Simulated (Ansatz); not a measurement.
# BHO (singlet): PBE0, B3LYP over a scan of the distance B1–O2, 6-31G

How well do these functionals follow the top wave-function level for BHO (singlet) over a scan of the distance B1–O2?

Method: 6-31G, all electrons in the functionals; program: Ansatz 0.2.0, Gaussian basis.

Plan: PBE0, B3LYP, at 1.027 Å; 1.137 Å; 1.272 Å; 1.399 Å; 1.579 Å; 1.768 Å; 2.030 Å; 2.356 Å; 2.806 Å; 3.430 Å; 4.314 Å.

24 further runs of the same task are left out: 8 for a known fault of the program, 12 that didn't finish, 4 set aside as unsound or not needed.

**1. What is computed**

The geometry derives from a PBE0/def2-TZVP stationary point (not a proven minimum). One bond is set to the value named and the two fragments are kept rigid.

3 atoms, charge 0, spin multiplicity 1.

Atoms are counted from 1 here; the program's logs count them from 0.

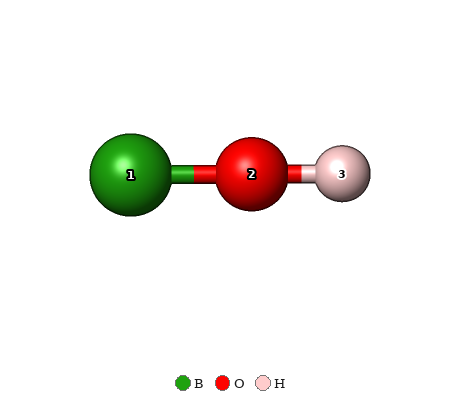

The structure; boron green, oxygen red, hydrogen pink; atoms are numbered from 1 in the order of the file.

No dispersion term is added. B3LYP takes the VWN-RPA correlation.

The geometry shown and the zero of energy belong to the point 1.272 Å. The yardstick, FCI, and other wave-function levels (R restricted, U unrestricted, valence and pair active spaces) come from earlier runs.

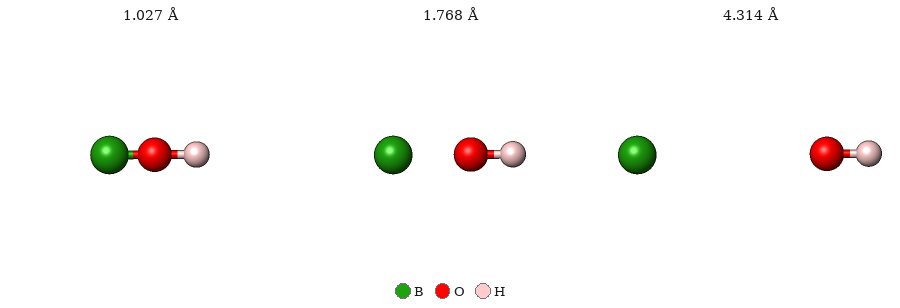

Three points of the scan; sticks are drawn by distance.

**2. PBE0, 1.027 Å**

in.yaml

```yaml
crystal:
  periodic: [false, false, false]
  atoms:
    - {symbol: B, position_ang: [0.000000, 0.000000, 1.002078]}
    - {symbol: O, position_ang: [0.000000, 0.000000, -0.024922]}
    - {symbol: H, position_ang: [0.000000, 0.000000, -0.977157]}
basis:
  gaussian: {orbitals: 6-31G}
hamiltonian: {xc: {name: PBE0}}
output: {orbitals: {seedname: orbitals}}
```

Command:

```sh
ansatz run in.yaml --threads 1 --pin off --events-out ev --progress --plain --max-ram 2393MiB
```

What it wrote:

```text
Functional definition: PBE0
  name "PBE0"
  cite "Adamo & Barone, J. Chem. Phys. 110, 6158 (1999) doi:10.1063/1.478522"
  cite "Perdew, Burke & Ernzerhof, Phys. Rev. Lett. 77, 3865 (1996) doi:10.1103/PhysRevLett.77.3865"
  parent pbe
  parameter a = 0.25
  parameter kappa = 0.804
  parameter beta = 0.06672455060314922
  exchange = (1 - a)*pbe_x(kappa = kappa, mu = beta*pi^2/3) + a*exact_x
  correlation = pbe_c(beta = beta)
233 factors; integrals over basis functions are off by at most 2.4e-4 eV
mean field evaluation 1: about -2727.3881 eV, gradient 4.1e1 eV
mean field evaluation 2: about -2726.1842 eV, gradient 5.1e1 eV
mean field evaluation 4: about -2730.4098 eV, gradient 3.1e-1 eV
mean field evaluation 8: about -2730.4044 eV, gradient 1.9e-3 eV
mean field -2730.40435834 eV, -100.3405094345 hartree, gradient 2.1e-5 eV, S^2 0.000000; 0 other end points of the search recorded, 0 dependent functions left out
reference -2730.40437293 eV, -100.3405099705 hartree; 7, 7 occupied and 13, 13 virtual orbitals, 233 factors
Total energy: -2730.40437293 eV, -100.3405099705 hartree
```

It took 0.27 s on 1 thread of Arm Neoverse V1, shared host.

**3. PBE0, 1.137 Å**

in.yaml

```yaml
crystal:
  periodic: [false, false, false]
  atoms:
    - {symbol: B, position_ang: [0.000000, 0.000000, 1.075412]}
    - {symbol: O, position_ang: [0.000000, 0.000000, -0.061588]}
    - {symbol: H, position_ang: [0.000000, 0.000000, -1.013823]}
basis:
  gaussian: {orbitals: 6-31G}
hamiltonian: {xc: {name: PBE0}}
output: {orbitals: {seedname: orbitals}}
```

Launched as before.

What it wrote:

```text
Functional definition: PBE0
  name "PBE0"
  cite "Adamo & Barone, J. Chem. Phys. 110, 6158 (1999) doi:10.1063/1.478522"
  cite "Perdew, Burke & Ernzerhof, Phys. Rev. Lett. 77, 3865 (1996) doi:10.1103/PhysRevLett.77.3865"
  parent pbe
  parameter a = 0.25
  parameter kappa = 0.804
  parameter beta = 0.06672455060314922
  exchange = (1 - a)*pbe_x(kappa = kappa, mu = beta*pi^2/3) + a*exact_x
  correlation = pbe_c(beta = beta)
233 factors; integrals over basis functions are off by at most 2.4e-4 eV
mean field evaluation 1: about -2730.4827 eV, gradient 3.8e1 eV
mean field evaluation 2: about -2728.4208 eV, gradient 5.2e1 eV
mean field evaluation 4: about -2733.0013 eV, gradient 3.3e-1 eV
mean field evaluation 8: about -2732.9990 eV, gradient 2.1e-3 eV
mean field -2732.99897413 eV, -100.4358598060 hartree, gradient 2.7e-5 eV, S^2 0.000000; 0 other end points of the search recorded, 0 dependent functions left out
reference -2732.99898874 eV, -100.4358603429 hartree; 7, 7 occupied and 13, 13 virtual orbitals, 233 factors
Total energy: -2732.99898874 eV, -100.4358603429 hartree
```

It took 0.33 s on 1 thread of Arm Neoverse V1, shared host.

Orbitals, density, ELF and potential are computed afterwards from the orbital file.

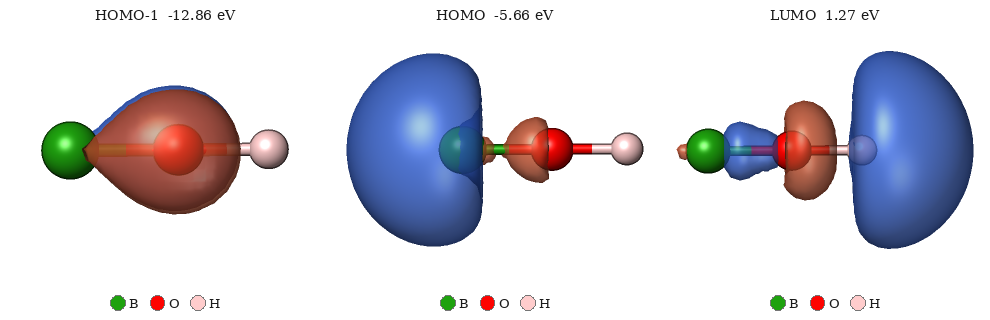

Frontier orbitals at PBE0/6-31G; each surface holds 70 % of the orbital's density, blue and red mark the sign.

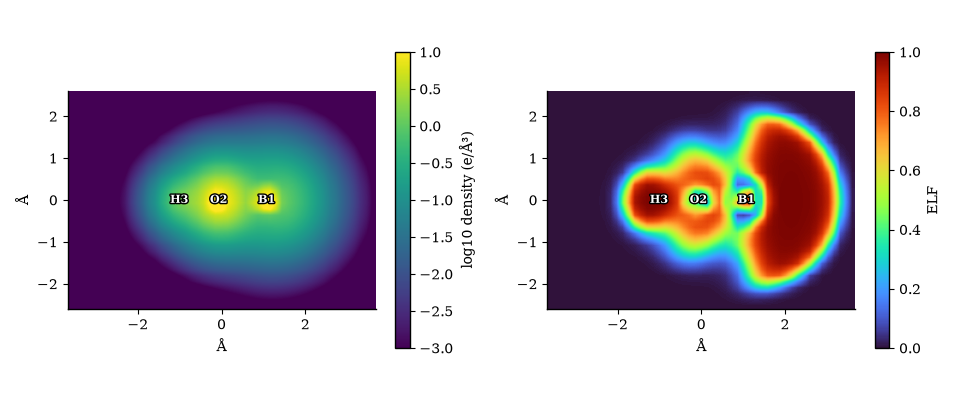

Density (left) and ELF (right) in a plane through or near 3 of the atoms.

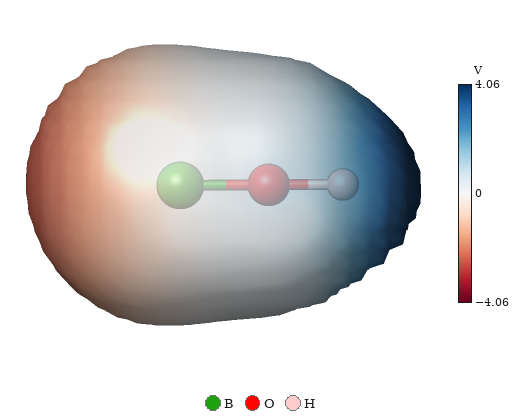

The potential that a unit positive charge feels on the 0.002 e/bohr³ surface, from -2.42 V near B1 to 4.06 V near H3.

**4. PBE0, 1.272 Å**

in.yaml

```yaml
crystal:
  periodic: [false, false, false]
  atoms:
    - {symbol: B, position_ang: [0.000000, 0.000000, 1.165459]}
    - {symbol: O, position_ang: [0.000000, 0.000000, -0.106612]}
    - {symbol: H, position_ang: [0.000000, 0.000000, -1.058847]}
basis:
  gaussian: {orbitals: 6-31G}
hamiltonian: {xc: {name: PBE0}}
output: {orbitals: {seedname: orbitals}}
```

Launched as before.

What it wrote:

```text
Functional definition: PBE0
  name "PBE0"
  cite "Adamo & Barone, J. Chem. Phys. 110, 6158 (1999) doi:10.1063/1.478522"
  cite "Perdew, Burke & Ernzerhof, Phys. Rev. Lett. 77, 3865 (1996) doi:10.1103/PhysRevLett.77.3865"
  parent pbe
  parameter a = 0.25
  parameter kappa = 0.804
  parameter beta = 0.06672455060314922
  exchange = (1 - a)*pbe_x(kappa = kappa, mu = beta*pi^2/3) + a*exact_x
  correlation = pbe_c(beta = beta)
233 factors; integrals over basis functions are off by at most 2.6e-4 eV
mean field evaluation 1: about -2731.5236 eV, gradient 3.8e1 eV
mean field evaluation 2: about -2727.1946 eV, gradient 6.2e1 eV
mean field evaluation 4: about -2733.9662 eV, gradient 5.1e-1 eV
mean field evaluation 8: about -2733.9628 eV, gradient 4.7e-3 eV
mean field -2733.96284786 eV, -100.4712815122 hartree, gradient 3.2e-5 eV, S^2 0.000000; 0 other end points of the search recorded, 0 dependent functions left out
reference -2733.96286246 eV, -100.4712820488 hartree; 7, 7 occupied and 13, 13 virtual orbitals, 233 factors
Total energy: -2733.96286246 eV, -100.4712820488 hartree
```

Run time: 0.3 s. Hardware: 1 thread of Arm Neoverse V1, shared host.

**5. PBE0, 1.399 Å**

in.yaml

```yaml
crystal:
  periodic: [false, false, false]
  atoms:
    - {symbol: B, position_ang: [0.000000, 0.000000, 1.250078]}
    - {symbol: O, position_ang: [0.000000, 0.000000, -0.148922]}
    - {symbol: H, position_ang: [0.000000, 0.000000, -1.101157]}
basis:
  gaussian: {orbitals: 6-31G}
hamiltonian: {xc: {name: PBE0}}
output: {orbitals: {seedname: orbitals}}
```

The command is unchanged.

What it wrote:

```text
Functional definition: PBE0
  name "PBE0"
  cite "Adamo & Barone, J. Chem. Phys. 110, 6158 (1999) doi:10.1063/1.478522"
  cite "Perdew, Burke & Ernzerhof, Phys. Rev. Lett. 77, 3865 (1996) doi:10.1103/PhysRevLett.77.3865"
  parent pbe
  parameter a = 0.25
  parameter kappa = 0.804
  parameter beta = 0.06672455060314922
  exchange = (1 - a)*pbe_x(kappa = kappa, mu = beta*pi^2/3) + a*exact_x
  correlation = pbe_c(beta = beta)
233 factors; integrals over basis functions are off by at most 2.7e-4 eV
mean field evaluation 1: about -2730.9990 eV, gradient 4.1e1 eV
mean field evaluation 2: about -2721.1528 eV, gradient 8.2e1 eV
mean field evaluation 4: about -2733.8124 eV, gradient 1.0e0 eV
mean field evaluation 8: about -2733.8122 eV, gradient 9.4e-4 eV
mean field -2733.81223128 eV, -100.4657464551 hartree, gradient 1.6e-5 eV, S^2 0.000000; 0 other end points of the search recorded, 0 dependent functions left out
reference -2733.81224600 eV, -100.4657469962 hartree; 7, 7 occupied and 13, 13 virtual orbitals, 233 factors
Total energy: -2733.81224600 eV, -100.4657469962 hartree
```

It took 0.28 s on 1 thread of Arm Neoverse V1, shared host.

From 1.272 Å: +14.5 kJ/mol.

**6. PBE0, 1.579 Å**

in.yaml

```yaml
crystal:
  periodic: [false, false, false]
  atoms:
    - {symbol: B, position_ang: [0.000000, 0.000000, 1.370078]}
    - {symbol: O, position_ang: [0.000000, 0.000000, -0.208922]}
    - {symbol: H, position_ang: [0.000000, 0.000000, -1.161157]}
basis:
  gaussian: {orbitals: 6-31G}
hamiltonian: {xc: {name: PBE0}}
output: {orbitals: {seedname: orbitals}}
```

Launched as before.

What it wrote:

```text
Functional definition: PBE0
  name "PBE0"
  cite "Adamo & Barone, J. Chem. Phys. 110, 6158 (1999) doi:10.1063/1.478522"
  cite "Perdew, Burke & Ernzerhof, Phys. Rev. Lett. 77, 3865 (1996) doi:10.1103/PhysRevLett.77.3865"
  parent pbe
  parameter a = 0.25
  parameter kappa = 0.804
  parameter beta = 0.06672455060314922
  exchange = (1 - a)*pbe_x(kappa = kappa, mu = beta*pi^2/3) + a*exact_x
  correlation = pbe_c(beta = beta)
233 factors; integrals over basis functions are off by at most 2.7e-4 eV
mean field evaluation 1: about -2729.0061 eV, gradient 4.6e1 eV
mean field evaluation 2: about -2689.8398 eV, gradient 1.4e2 eV
mean field evaluation 4: about -2732.8966 eV, gradient 2.3e0 eV
mean field evaluation 8: about -2732.9118 eV, gradient 2.2e-2 eV
mean field -2732.91176344 eV, -100.4326548722 hartree, gradient 1.1e-5 eV, S^2 0.000000; 0 other end points of the search recorded, 0 dependent functions left out
reference -2732.91177851 eV, -100.4326554262 hartree; 7, 7 occupied and 13, 13 virtual orbitals, 233 factors
Total energy: -2732.91177851 eV, -100.4326554262 hartree
```

It took 0.34 s on 1 thread of Arm Neoverse V1, shared host.

From 1.272 Å: +101.4 kJ/mol.

**7. PBE0, 1.768 Å**

in.yaml

```yaml
crystal:
  periodic: [false, false, false]
  atoms:
    - {symbol: B, position_ang: [0.000000, 0.000000, 1.496078]}
    - {symbol: O, position_ang: [0.000000, 0.000000, -0.271922]}
    - {symbol: H, position_ang: [0.000000, 0.000000, -1.224157]}
basis:
  gaussian: {orbitals: 6-31G}
hamiltonian: {xc: {name: PBE0}}
output: {forces: true, orbitals: {seedname: orbitals}}
```

Same command.

What it wrote, shortened:

```text
Functional definition: PBE0
  name "PBE0"
  cite "Adamo & Barone, J. Chem. Phys. 110, 6158 (1999) doi:10.1063/1.478522"
  cite "Perdew, Burke & Ernzerhof, Phys. Rev. Lett. 77, 3865 (1996) doi:10.1103/PhysRevLett.77.3865"
  parent pbe
[...]
233 factors; integrals over basis functions are off by at most 3.2e-4 eV
[...]
mean field -2731.72821415 eV, -100.3891602382 hartree, gradient 5.2e-5 eV, S^2 0.000000; 0 other end points of the search recorded, 0 dependent functions left out
[...]
reference -2731.72822986 eV, -100.3891608155 hartree; 7, 7 occupied and 13, 13 virtual orbitals, 233 factors
Total energy: -2731.72822986 eV, -100.3891608155 hartree
Atom 0 at     0.000000     0.000000     1.496078 Å, force    -0.000000     0.000000    -6.300781 eV/Å
Atom 1 at     0.000000     0.000000    -0.271922 Å, force     0.000000    -0.000000     7.013339 eV/Å
Atom 2 at     0.000000     0.000000    -1.224157 Å, force    -0.000000    -0.000000    -0.712558 eV/Å
Dipole moment:     0.000000     0.000000    -0.177358 e Å
```

It took 0.36 s on 1 thread of Arm Neoverse V1, shared host.

From 1.272 Å: +215.6 kJ/mol.

**8. PBE0, 2.030 Å**

in.yaml

```yaml
crystal:
  periodic: [false, false, false]
  atoms:
    - {symbol: B, position_ang: [0.000000, 0.000000, -1.670745]}
    - {symbol: O, position_ang: [0.000000, 0.000000, 0.359255]}
    - {symbol: H, position_ang: [0.000000, 0.000000, 1.311490]}
basis:
  gaussian: {orbitals: 6-31G}
hamiltonian: {xc: {name: PBE0}}
output: {forces: true, orbitals: {seedname: orbitals}}
```

Launched as before.

What it wrote, shortened:

```text
Functional definition: PBE0
  name "PBE0"
  cite "Adamo & Barone, J. Chem. Phys. 110, 6158 (1999) doi:10.1063/1.478522"
  cite "Perdew, Burke & Ernzerhof, Phys. Rev. Lett. 77, 3865 (1996) doi:10.1103/PhysRevLett.77.3865"
  parent pbe
[...]
233 factors; integrals over basis functions are off by at most 3.6e-4 eV
[...]
mean field -2730.16980355 eV, -100.3318897048 hartree, gradient 1.7e-5 eV, S^2 0.000000; 0 other end points of the search recorded, 0 dependent functions left out
[...]
reference -2730.16982048 eV, -100.3318903270 hartree; 7, 7 occupied and 13, 13 virtual orbitals, 233 factors
Total energy: -2730.16982048 eV, -100.3318903270 hartree
Atom 0 at     0.000000     0.000000    -1.670745 Å, force     0.000000    -0.000000     5.482108 eV/Å
Atom 1 at     0.000000     0.000000     0.359255 Å, force    -0.000000     0.000000    -6.400497 eV/Å
Atom 2 at     0.000000     0.000000     1.311490 Å, force     0.000000    -0.000000     0.918389 eV/Å
Dipole moment:     0.000000    -0.000000    -0.126400 e Å
```

Wall time 0.33 s (1 thread of Arm Neoverse V1, shared host).

From 1.272 Å: +366.0 kJ/mol.

The fields below are evaluated on a grid from the run's orbitals.

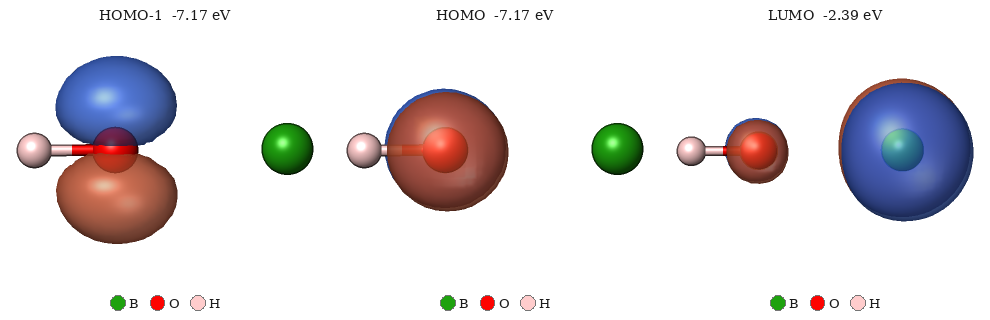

PBE0/6-31G orbitals near the gap, drawn at the value that encloses 70 % of each; the two colours are the two signs.

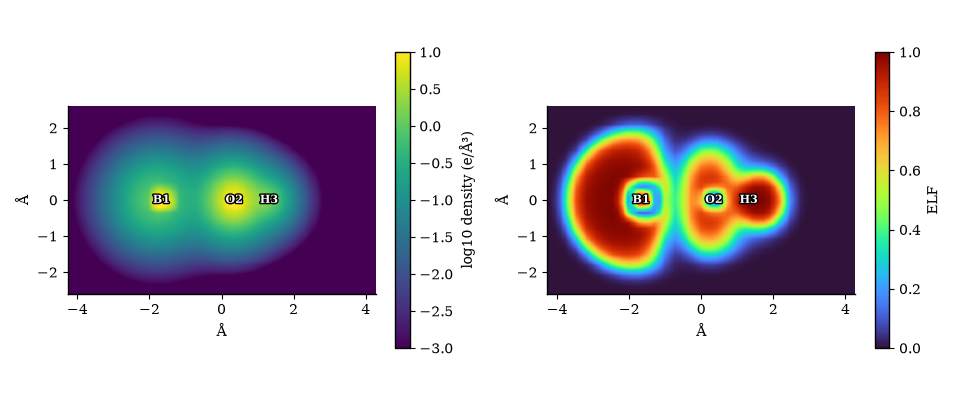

Density (left) and ELF (right) in a plane through or near 3 of the atoms.

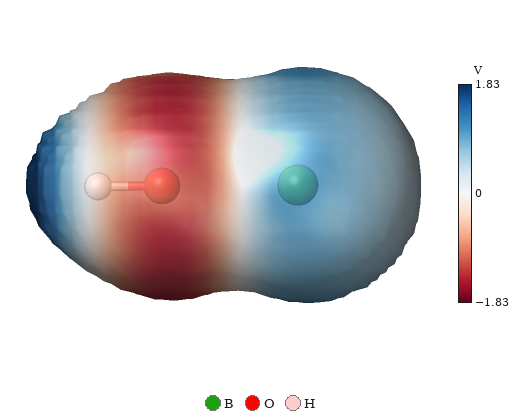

Electrostatic potential on the surface of density 0.002 e/bohr³; red is low, blue high. It runs from -1.49 V near O2 to 1.83 V near H3.

**9. PBE0, 2.356 Å**

in.yaml

```yaml
crystal:
  periodic: [false, false, false]
  atoms:
    - {symbol: B, position_ang: [0.000000, 0.000000, 1.888078]}
    - {symbol: O, position_ang: [0.000000, 0.000000, -0.467922]}
    - {symbol: H, position_ang: [0.000000, 0.000000, -1.420157]}
basis:
  gaussian: {orbitals: 6-31G}
magnetization: {spin_polarized: true, initial_magnetization: 0}
hamiltonian: {xc: {name: PBE0}}
output: {orbitals: {seedname: orbitals}}
```

The command is unchanged.

What it wrote, shortened:

```text
Functional definition: PBE0
  name "PBE0"
  cite "Adamo & Barone, J. Chem. Phys. 110, 6158 (1999) doi:10.1063/1.478522"
  cite "Perdew, Burke & Ernzerhof, Phys. Rev. Lett. 77, 3865 (1996) doi:10.1103/PhysRevLett.77.3865"
  parent pbe
[...]
233 factors; integrals over basis functions are off by at most 3.9e-4 eV
[...]
mean field -2728.63964497 eV, -100.2756574144 hartree, gradient 2.6e-5 eV, S^2 0.299394; 9 other end points of the search recorded, 0 dependent functions left out
reference -2728.63966323 eV, -100.2756580852 hartree; 7, 7 occupied and 13, 13 virtual orbitals, 233 factors
Total energy: -2728.63966323 eV, -100.2756580852 hartree
```

It took 1.6 s on 1 thread of Arm Neoverse V1, shared host.

From the report: ⟨S²⟩ of the determinant 0.299 (pure singlet: 0.00).

From 1.272 Å: +513.6 kJ/mol.

**10. PBE0, 2.806 Å**

in.yaml

```yaml
crystal:
  periodic: [false, false, false]
  atoms:
    - {symbol: B, position_ang: [0.000000, 0.000000, 2.188078]}
    - {symbol: O, position_ang: [0.000000, 0.000000, -0.617922]}
    - {symbol: H, position_ang: [0.000000, 0.000000, -1.570157]}
basis:
  gaussian: {orbitals: 6-31G}
magnetization: {spin_polarized: true, initial_magnetization: 0}
hamiltonian: {xc: {name: PBE0}}
output: {forces: true, orbitals: {seedname: orbitals}}
```

Launched as before.

What it wrote, shortened:

```text
Functional definition: PBE0
  name "PBE0"
  cite "Adamo & Barone, J. Chem. Phys. 110, 6158 (1999) doi:10.1063/1.478522"
  cite "Perdew, Burke & Ernzerhof, Phys. Rev. Lett. 77, 3865 (1996) doi:10.1103/PhysRevLett.77.3865"
  parent pbe
[...]
233 factors; integrals over basis functions are off by at most 4.0e-4 eV
[...]
mean field -2727.87913023 eV, -100.2477090130 hartree, gradient 6.9e-6 eV, S^2 0.764914; 11 other end points of the search recorded, 0 dependent functions left out
[...]
reference -2727.87914764 eV, -100.2477096528 hartree; 7, 7 occupied and 13, 13 virtual orbitals, 233 factors
Total energy: -2727.87914764 eV, -100.2477096528 hartree
Atom 0 at     0.000000     0.000000     2.188078 Å, force     0.000000     0.000000    -0.834453 eV/Å
Atom 1 at     0.000000     0.000000    -0.617922 Å, force    -0.000000    -0.000000     2.514900 eV/Å
Atom 2 at     0.000000     0.000000    -1.570157 Å, force    -0.000000     0.000000    -1.680448 eV/Å
Dipole moment:    -0.000000    -0.000000    -0.008175 e Å
```

It took 2.9 s on 1 thread of Arm Neoverse V1, shared host.

From the report: ⟨S²⟩ of the determinant 0.765 (pure singlet: 0.00). The determinant is far from a pure spin state, so its energy mixes those of several spin states (harmless only where they are near-degenerate, as at dissociation).

From 1.272 Å: +587.0 kJ/mol.

**11. PBE0, 3.430 Å**

in.yaml

```yaml
crystal:
  periodic: [false, false, false]
  atoms:
    - {symbol: B, position_ang: [0.000000, 0.000000, 2.604078]}
    - {symbol: O, position_ang: [0.000000, 0.000000, -0.825922]}
    - {symbol: H, position_ang: [0.000000, 0.000000, -1.778157]}
basis:
  gaussian: {orbitals: 6-31G}
magnetization: {spin_polarized: true, initial_magnetization: 0}
hamiltonian: {xc: {name: PBE0}}
output: {orbitals: {seedname: orbitals}}
```

The command is unchanged.

What it wrote, shortened:

```text
Functional definition: PBE0
  name "PBE0"
  cite "Adamo & Barone, J. Chem. Phys. 110, 6158 (1999) doi:10.1063/1.478522"
  cite "Perdew, Burke & Ernzerhof, Phys. Rev. Lett. 77, 3865 (1996) doi:10.1103/PhysRevLett.77.3865"
  parent pbe
[...]
233 factors; integrals over basis functions are off by at most 4.2e-4 eV
[...]
mean field -2727.60674078 eV, -100.2376988856 hartree, gradient 3.7e-6 eV, S^2 0.921653; 6 other end points of the search recorded, 0 dependent functions left out
reference -2727.60675832 eV, -100.2376995300 hartree; 7, 7 occupied and 13, 13 virtual orbitals, 233 factors
Total energy: -2727.60675832 eV, -100.2376995300 hartree
```

It took 2.5 s on 1 thread of Arm Neoverse V1, shared host.

From the report: ⟨S²⟩ of the determinant 0.922 (pure singlet: 0.00). The determinant is far from a pure spin state, so its energy mixes those of several spin states (harmless only where they are near-degenerate, as at dissociation).

From 1.272 Å: +613.3 kJ/mol.

The fields below are evaluated on a grid from the run's orbitals.

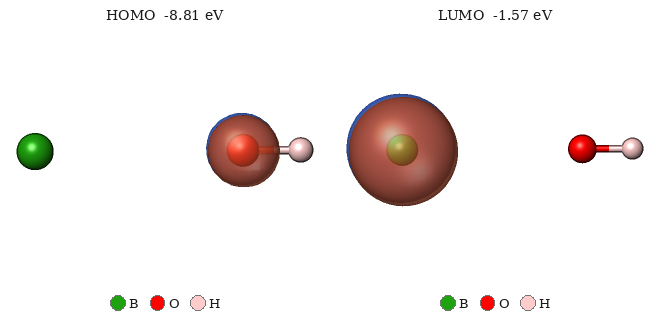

PBE0/6-31G orbitals (alpha spin) near the gap, drawn at the value that encloses 70 % of each; the two colours are the two signs.

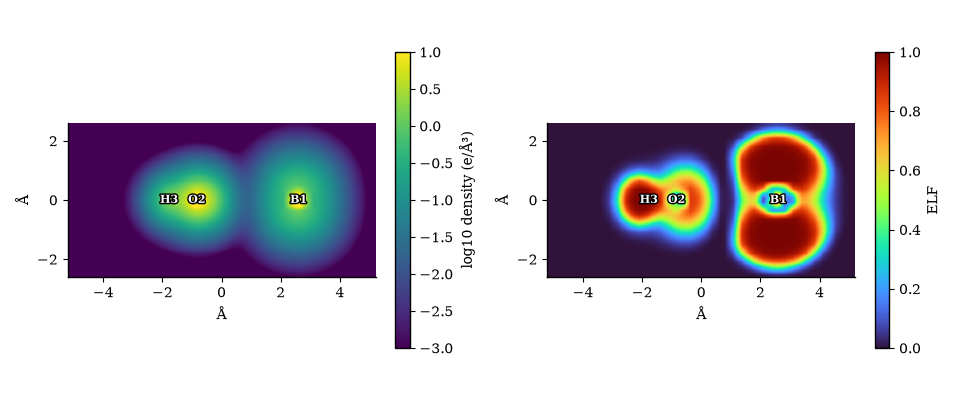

Density (left) and ELF (right) in a plane through or near 3 of the atoms.

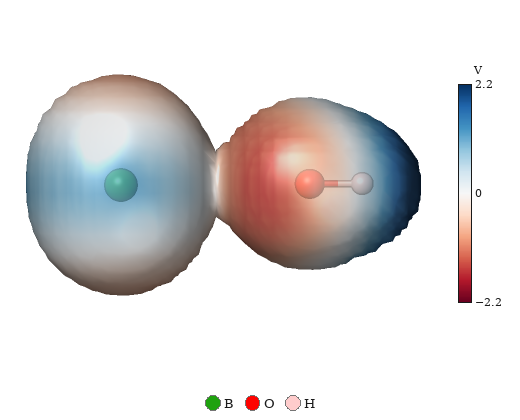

The potential that a unit positive charge feels on the 0.002 e/bohr³ surface, from -1.44 V near O2 to 2.20 V near H3.

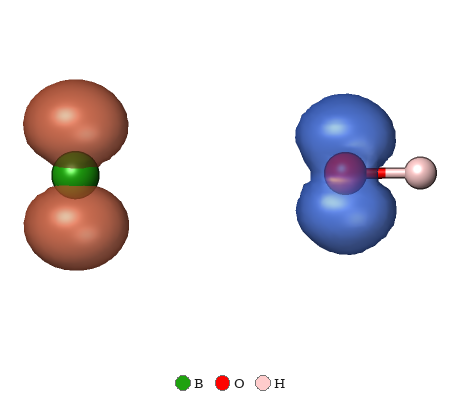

Spin density at ±0.1 e/Å³ (alpha excess blue, beta excess red).

(Part 1 of 2 ends here.)
